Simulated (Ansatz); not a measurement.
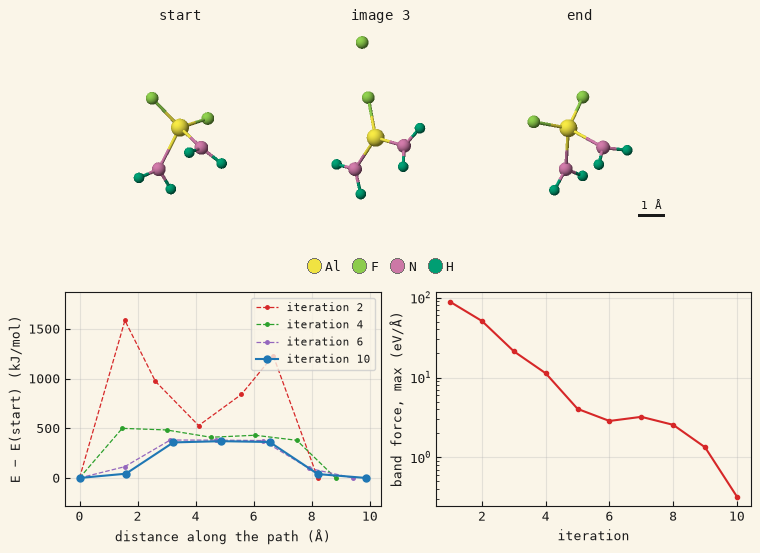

A nudged-elastic-band calculation for AlN2H4F2 (multiplicity 2). Images are numbered from 0 (start) to 6 (end). The plot follows the band through its iterations. The picture is a ball-and-stick view, seen from a free direction.

Level of theory: UKS B3LYP-D4/def2-SVP in Ansatz. Settings: 5 movable images; climbing image; force threshold 0.5 eV/Å; iteration limit 60; starting path through a guess of the saddle point.

### Judge this run.

The result isn't final. The band hadn't converged when the run stopped after 10 iterations. The largest component of the band force went from 89 to 0.32 eV/Å. The barrier read from it is provisional: over the last two iterations the highest image moved from 374.4 kJ/mol to 370.1 kJ/mol. The force threshold is so loose that the height of the top is at best an upper bound. The first iteration put the highest image at 2712.0 kJ/mol. The two ends have the same energy, and the highest point, image 3, lies 370.1 kJ/mol above the start.

Cost: 2 min on 4 threads of Arm Neoverse V1, with other jobs on the host, peak memory 0.28 GiB.
